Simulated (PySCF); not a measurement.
C$_{4}$HF$_{3}$N$_{2}$O$_{2}$

Input file:

```
{"job": {"kind": "nmr", "xc": "PBE0", "basis": "pcSseg-1"}, "charge": 0, "multiplicity": 1}
O      2.977559     1.451295    -0.196450
C      2.671751     0.298217    -0.130594
C      1.284061    -0.195157    -0.048137
N      0.921927    -1.445212     0.024262
N     -0.403391    -1.475633     0.082796
C     -0.805353    -0.241995     0.043326
C     -2.221649     0.253482     0.081656
F     -3.088988    -0.746891     0.163629
F     -2.514451     0.959279    -1.015168
F     -2.422632     1.056012     1.131662
O      0.209870     0.621177    -0.039713
H      3.392493    -0.535261    -0.123297
```

Run with:

```sh
OMP_NUM_THREADS=1 python probes_run.py task.json out
```

Geometry: GFN2-xTB.

Theory: PBE0/pcSseg-1, SCF density, gas phase, non-relativistic (PySCF).

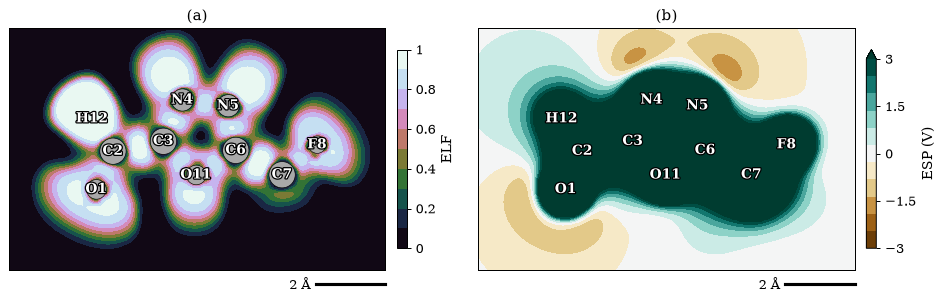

Figure 1. (a) ELF; (b) molecular electrostatic potential on the plane of atoms C2, C3 and O11. Grey discs cover the atomic cores in the ELF map.

### Describe what can be read from this map.

The plane passes through O, C, N, F and H nuclei.
C–O (1.19 Å): the ELF peaks at about 0.85 between the atoms (a multiple bond).
C–N (1.30 Å): the ELF peaks at about 0.90 between the atoms, as expected for localised, covalent bonding.
C–F (1.33 Å): the ELF peaks at about 0.85 between the atoms; a shared but strongly polarised pair.
N–N (1.33 Å): the ELF peaks at about 0.90 between the atoms (a covalent bond).
C–C (1.48 Å): the ELF peaks at about 0.95 between the atoms: a shared electron pair.
The ELF also peaks beside O1, O11, F8, N5 and N4, away from the bonds: lone-pair regions.
Outside the dense part of the molecule the potential is most negative (−1.7 V) near N5.

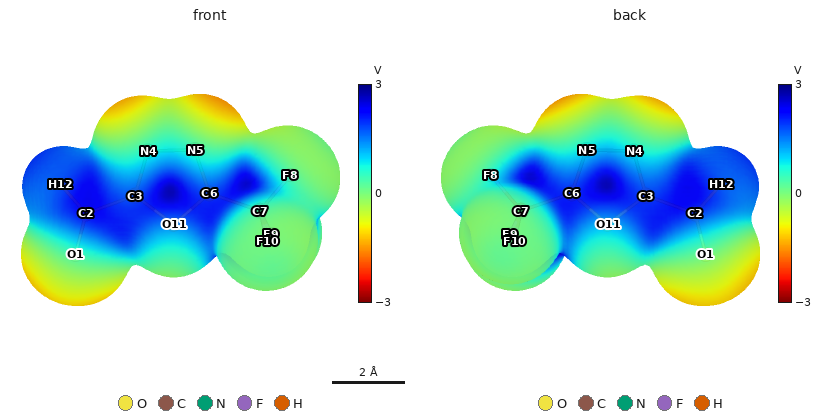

Figure 2. The molecular electrostatic potential painted on the density surface at 0.004 e/bohr³, seen from the front and from behind; the colour scale runs from red (negative) to blue (positive).

### Where is the surface potential most negative and most positive?

The most negative region (about −1.4 V) lies over N5, the most positive (about +2.6 V) over C3, C6 and C7. N5 is the likeliest acceptor of a hydrogen bond.

### How polar is the molecule by this calculation?

Its dipole moment is 0.67 D.
